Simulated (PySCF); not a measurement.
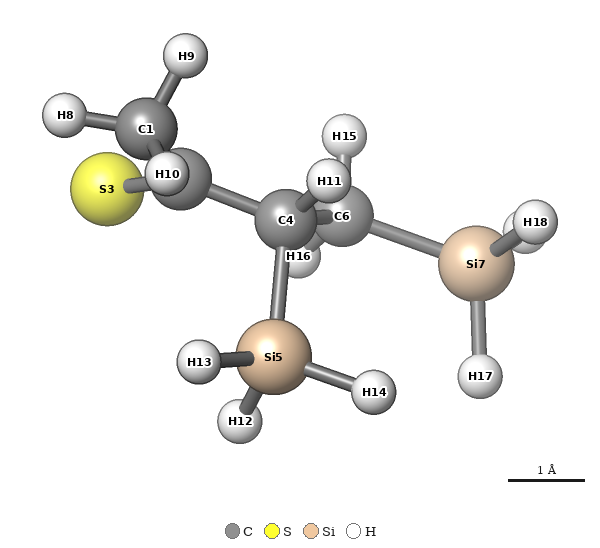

Figure 1. The structure as given in the input (ball-and-stick view, seen at a tilt; atoms are numbered from 1 in the order of the input).

**C4H12SSi2: a changed input and its effect**

System: C4H12SSi2.
Method of run A: GIAO PBE0/pcSseg-1 NMR shielding, non-relativistic, gas phase (PySCF 2.14.0).

The geometry comes from this level: PBE0-D3(BJ)/def2-SVP. Text and figures count atoms from 1; the logs count them from 0 in places.

Input file, run A:
```
{"job": {"kind": "nmr", "xc": "PBE0", "basis": "pcSseg-1"}, "charge": 0, "multiplicity": 1}
C     -2.406764     1.359283    -0.041083
C     -1.279953     0.746843    -0.815917
S     -1.384832     0.478422    -2.423713
C     -0.068990     0.385404    -0.011689
Si    -0.349665    -1.425652     0.567195
C      1.264974     0.531628    -0.748590
Si     2.838148     0.125154     0.215727
H     -3.327379     1.397587    -0.635082
H     -2.122888     2.387956     0.242886
H     -2.588261     0.812032     0.898535
H     -0.068649     0.982794     0.919089
H     -0.030337    -2.341733    -0.564616
H     -1.768760    -1.610650     0.992618
H      0.541518    -1.716675     1.730881
H      1.362288     1.573268    -1.104595
H      1.243701    -0.080601    -1.666095
H      2.992814    -1.347841     0.421159
H      2.819598     0.784643     1.559738
H      4.018867     0.624704    -0.551304
```

The first line tells a small driver script what to run in PySCF; the rest is the geometry in Å.

Launched with:
```bash
OMP_NUM_THREADS=1 python <driver script> task.json out
```

Hardware: 1 CPU thread, shared host.

Output (run A):
```
coarse grid: 16656 points
cycle   1  E = -1136.0622492353  dE =  3.481e-01  |g| = 4.078e-01  |ddm| = 3.919e+00
cycle   2  E = -1136.0120725588  dE =  5.018e-02  |g| = 6.074e-01  |ddm| = 1.186e+00
cycle   3  E = -1136.1058544039  dE = -9.378e-02  |g| = 1.469e-01  |ddm| = 8.286e-01
cycle   4  E = -1136.1111492371  dE = -5.295e-03  |g| = 4.462e-02  |ddm| = 2.116e-01
cycle   5  E = -1136.1116775971  dE = -5.284e-04  |g| = 1.161e-02  |ddm| = 7.249e-02
cycle   6  E = -1136.1117135107  dE = -3.591e-05  |g| = 2.813e-03  |ddm| = 1.658e-02
cycle   7  E = -1136.1117154138  dE = -1.903e-06  |g| = 4.498e-04  |ddm| = 3.499e-03
final grid: 144896 points
cycle   8  E = -1136.1556985867  dE = -2.405e-05  |g| = 9.642e-03  |ddm| = 3.207e-02
cycle   9  E = -1136.1556310262  dE =  6.756e-05  |g| = 1.813e-02  |ddm| = 3.113e-02
cycle  10  E = -1136.1557219342  dE = -9.091e-05  |g| = 2.235e-03  |ddm| = 2.367e-02
cycle  11  E = -1136.1557232297  dE = -1.295e-06  |g| = 2.733e-04  |ddm| = 2.524e-03
cycle  12  E = -1136.1557232463  dE = -1.664e-08  |g| = 9.808e-05  |ddm| = 4.492e-04
cycle  13  E = -1136.1557232487  dE = -2.368e-09  |g| = 3.093e-05  |ddm| = 1.269e-04
cycle  14  E = -1136.1557232489  dE = -2.408e-10  |g| = 5.027e-06  |ddm| = 4.136e-05
converged SCF energy = -1136.1557232489

GIAO shielding tensors (ppm)
atom      isotropic    diamagn.    paramagn.     s11        s22        s33       span
  0 C      140.921     247.732    -106.811    115.448    126.242    181.074     65.626
  1 C      -90.130     260.884    -351.014   -262.124   -143.654    135.387    397.511
  2 S     -388.486    1058.235   -1446.721  -1520.755   -355.746    711.041   2231.796
  3 C      132.698     255.517    -122.819     95.276    132.664    170.155     74.879
  4 Si     396.978     881.373    -484.395    338.068    397.825    455.041    116.973
  5 C      170.289     249.801     -79.512    157.264    165.696    187.907     30.643
  6 Si     418.945     879.083    -460.139    388.255    406.036    462.542     74.287
  7 H       28.274      28.817      -0.543     24.263     27.968     32.590      8.327
  8 H       28.529      28.614      -0.086     25.359     27.496     32.731      7.372
  9 H       28.118      30.063      -1.945     24.646     28.670     31.038      6.393
 10 H       28.038      35.455      -7.418     23.883     28.782     31.449      7.566
 11 H       27.660      30.150      -2.490     24.678     26.204     32.098      7.421
 12 H       27.428      30.070      -2.641     23.678     26.498     32.108      8.430
 13 H       26.942      30.331      -3.388     23.450     25.815     31.562      8.112
 14 H       30.320      31.227      -0.906     25.146     28.830     36.986     11.840
 15 H       29.255      31.256      -2.001     24.115     29.105     34.546     10.431
 16 H       27.182      28.512      -1.330     23.697     26.202     31.645      7.948
 17 H       27.387      28.798      -1.411     23.900     25.903     32.358      8.458
 18 H       27.323      27.629      -0.306     23.853     24.999     33.116      9.263
```

The input of run B differs as follows (lines with − go, lines with + come):
```diff
-"xc": "PBE0"
+"xc": "KT2"
+"pop": false
```

How does run B compare with run A?

The total energies belong to different methods, so their difference says nothing on which is more stable or more accurate. The HOMO goes from −6.38 to −5.25 eV. The LUMO goes from −2.00 to −2.86 eV. The dipole moment goes from 2.37 to 2.25 D. Of all shieldings, the largest change is that of S3, by +109.3 ppm. The functional changes from PBE0 to KT2. Exact exchange removes part of the self-interaction error of semilocal functionals, which pushes filled and empty levels apart. The SCF takes 15 iterations against 14.

Output (run B):
```
coarse grid: 16656 points
cycle   1  E = -1147.5851842096  dE =  2.663e-01  |g| = 5.048e-01  |ddm| = 3.972e+00
cycle   2  E = -1147.4760015331  dE =  1.092e-01  |g| = 7.833e-01  |ddm| = 1.544e+00
cycle   3  E = -1147.6394177109  dE = -1.634e-01  |g| = 2.360e-01  |ddm| = 1.167e+00
cycle   4  E = -1147.6545832801  dE = -1.517e-02  |g| = 8.722e-02  |ddm| = 3.960e-01
cycle   5  E = -1147.6566923325  dE = -2.109e-03  |g| = 2.376e-02  |ddm| = 1.425e-01
cycle   6  E = -1147.6568419036  dE = -1.496e-04  |g| = 5.570e-03  |ddm| = 3.358e-02
cycle   7  E = -1147.6568508257  dE = -8.922e-06  |g| = 1.339e-03  |ddm| = 9.219e-03
final grid: 144896 points
cycle   8  E = -1147.7316947051  dE = -1.385e-04  |g| = 2.756e-02  |ddm| = 5.499e-02
cycle   9  E = -1147.7305041757  dE =  1.191e-03  |g| = 6.746e-02  |ddm| = 1.066e-01
cycle  10  E = -1147.7318107244  dE = -1.307e-03  |g| = 1.249e-02  |ddm| = 9.935e-02
cycle  11  E = -1147.7318543750  dE = -4.365e-05  |g| = 3.233e-03  |ddm| = 1.793e-02
cycle  12  E = -1147.7318571480  dE = -2.773e-06  |g| = 4.981e-04  |ddm| = 3.752e-03
cycle  13  E = -1147.7318572170  dE = -6.901e-08  |g| = 1.084e-04  |ddm| = 7.478e-04
cycle  14  E = -1147.7318572201  dE = -3.100e-09  |g| = 2.924e-05  |ddm| = 1.638e-04
cycle  15  E = -1147.7318572204  dE = -2.549e-10  |g| = 7.473e-06  |ddm| = 4.861e-05
converged SCF energy = -1147.7318572204

GIAO shielding tensors (ppm)
atom      isotropic    diamagn.    paramagn.     s11        s22        s33       span
  0 C      140.275     248.869    -108.594    112.972    127.558    180.295     67.323
  1 C      -68.255     261.289    -329.544   -218.523   -115.114    128.873    347.396
  2 S     -279.190    1060.641   -1339.831  -1320.815   -227.996    711.241   2032.056
  3 C      130.462     256.299    -125.837     96.609    129.239    165.539     68.929
  4 Si     407.922     884.473    -476.550    346.926    407.999    468.842    121.915
  5 C      167.234     250.128     -82.894    153.478    161.809    186.415     32.936
  6 Si     431.434     882.201    -450.766    400.520    418.409    475.375     74.855
  7 H       28.320      28.821      -0.501     24.575     27.895     32.491      7.917
  8 H       28.373      28.818      -0.445     25.272     27.361     32.486      7.215
  9 H       27.922      30.581      -2.659     24.467     28.312     30.987      6.520
 10 H       27.801      35.766      -7.965     23.799     28.598     31.006      7.207
 11 H       27.549      30.417      -2.868     24.683     26.128     31.837      7.155
 12 H       27.263      30.247      -2.984     23.655     26.313     31.820      8.165
 13 H       26.751      30.495      -3.744     23.298     25.685     31.271      7.972
 14 H       30.121      31.362      -1.241     25.006     28.732     36.626     11.621
 15 H       29.129      31.602      -2.473     24.146     29.175     34.065      9.920
 16 H       27.065      28.722      -1.657     23.680     26.081     31.435      7.755
 17 H       27.248      29.045      -1.797     23.812     25.781     32.151      8.339
 18 H       27.199      27.707      -0.507     23.826     24.919     32.854      9.028
```

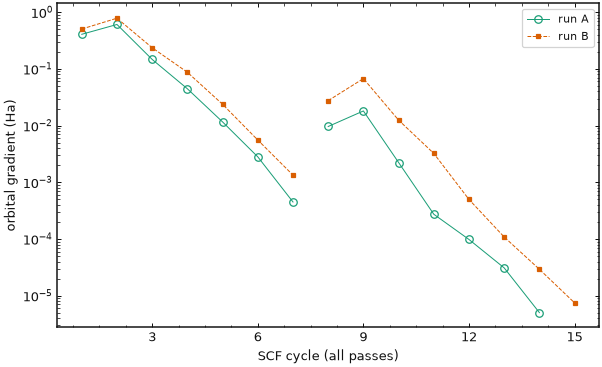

Figure 2. Convergence of the two runs: orbital gradient against the SCF cycle. A break in a curve parts two SCF passes (coarse and final grid). Run A takes 14 cycles in all, and run B takes 15.

The two runs side by side:

| quantity | run A | run B |
| --- | --- | --- |
| outcome | converged | converged |
| total energy (hartree) | −1136.155723 | −1147.731857 |
| HOMO (eV) | −6.38 | −5.25 |
| LUMO (eV) | −2.00 | −2.86 |
| dipole moment (D) | 2.37 | 2.25 |
| shielding of C1 (ppm) | 140.9 | 140.3 |
| shielding of C2 (ppm) | −90.1 | −68.3 |
| shielding of S3 (ppm) | −388.5 | −279.2 |
| shielding of C4 (ppm) | 132.7 | 130.5 |
| shielding of Si5 (ppm) | 397.0 | 407.9 |
| shielding of C6 (ppm) | 170.3 | 167.2 |
| shielding of Si7 (ppm) | 418.9 | 431.4 |
| SCF iterations | 14 | 15 |
| basis functions | 200 | 200 |
| wall time (shared host) | 30 s | 39 s |
